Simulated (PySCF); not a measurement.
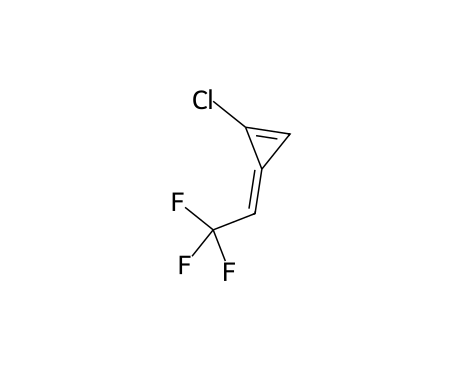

Skeletal drawing of a molecule.

> Transcribe the drawing into SMILES.

FC(F)(F)/C=C1C=C/1Cl

> Give the formula, hydrogens included.

C5H2ClF3.

> An optimisation with PBE0-D3(BJ)/def2-SVP gave a structure of which point group?

Cs.

The parts below concern this one geometry. Atoms keep their numbers from picture to picture. Computed geometry: PBE0-D3(BJ)/def2-SVP optimisation. No frequency run is at hand to confirm it as a minimum.

**Shape**

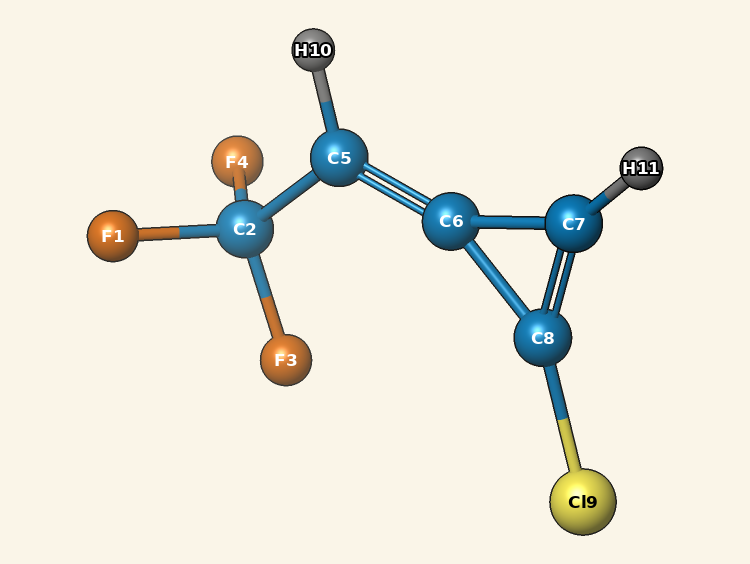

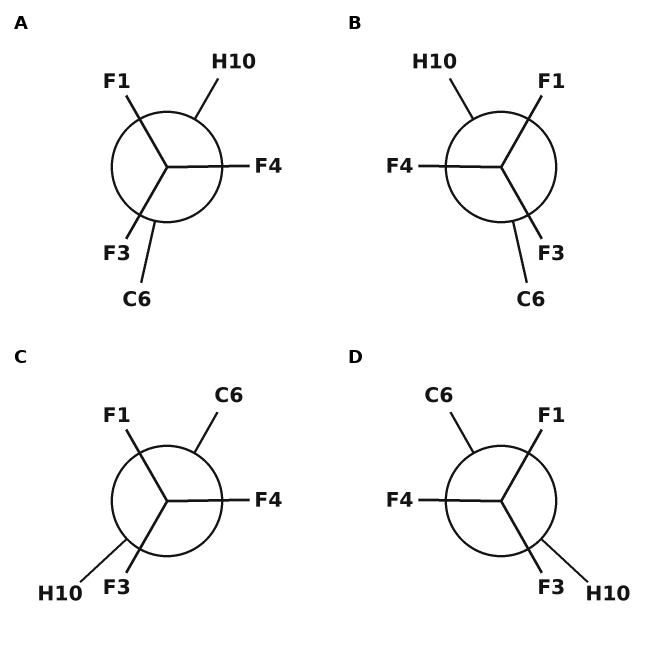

Depth is shown by fading: the farther an atom, the more it takes the colour of the background. Bonds that would overlap in a projection are set slightly apart. No frequency run is at hand to confirm it as a minimum.

> Which Newman projection shows the view along C2–C5, with C2 in front?

B. The torsion angle F1–C2–C5–C6 is 121°, anticlinal.

**Quadrupole coupling**

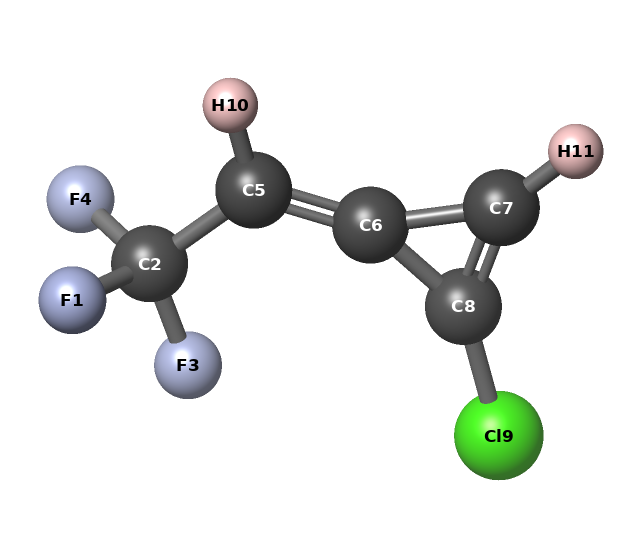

No frequency run is at hand to confirm it as a minimum. Electric field gradients from the ground-state density, PBE0/pcSseg-1 in chloroform (IEF-PCM) (PySCF 2.14.0), non-relativistic apart from any core potentials.

Give the largest field-gradient component, the quadrupole coupling constant and the asymmetry for 35Cl at Cl9 (Q = −81.7 mb), 2H at H10 (Q = 2.86 mb), 2H at H11 (Q = 2.86 mb).

| atom | V_zz (a.u.) | e²qQ/h (MHz) | η |
| --- | --- | --- | --- |
| Cl9 | 4.127 | −79.2 | 0.19 |
| H10 | 0.309 | 0.208 | 0.14 |
| H11 | 0.309 | 0.208 | 0.00 |

**Dipole moment**

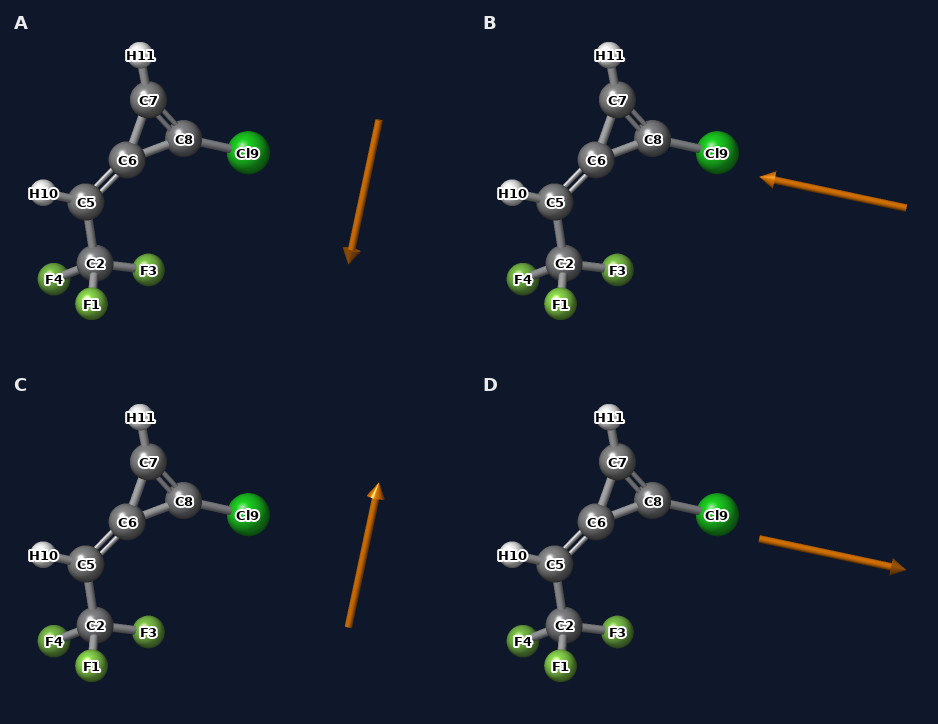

The same molecule four times, each with an arrow. No frequency run is at hand to confirm it as a minimum. Properties computed with PBE0/pcSseg-1 in water (IEF-PCM) (PySCF 2.14.0).

> Which arrow points along the dipole moment, from the negative to the positive end?

C. The dipole moment is 5.56 D; it points from the side of F1, F4 to the side of H11 (the outermost atoms at the two ends).

**Excitation**

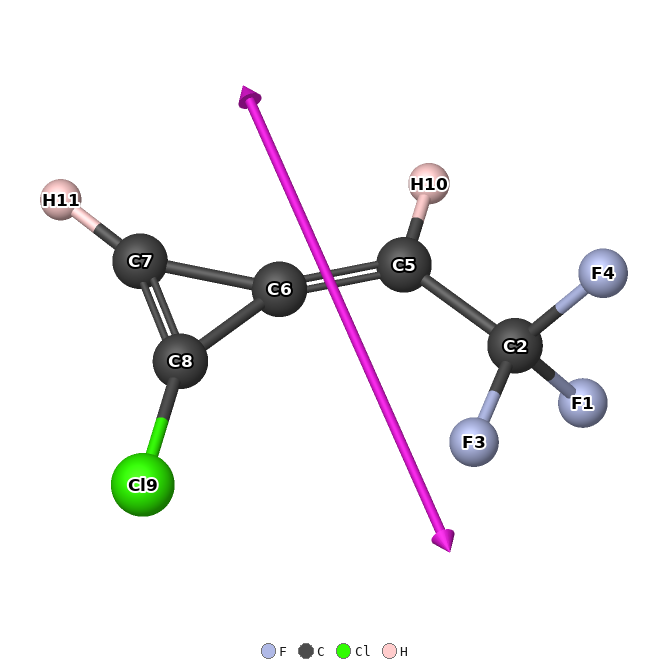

The double arrow shows the direction of the transition dipole to excited singlet state 1 (its length means nothing). No frequency run is at hand to confirm it as a minimum. Method: TDDFT CAM-B3LYP/def2-SVPD, vertical, IEF-PCM chloroform (non-equilibrium linear response), core orbitals frozen in the response (PySCF 2.14.0).

> How is the transition polarised?

Nearly parallel to the C7–C8 bond.

> Where does the transition lie, and how strong is it?

5.08 eV (244 nm), oscillator strength 0.050, mainly HOMO → LUMO (weight 0.98); transition dipole 1.61 D.
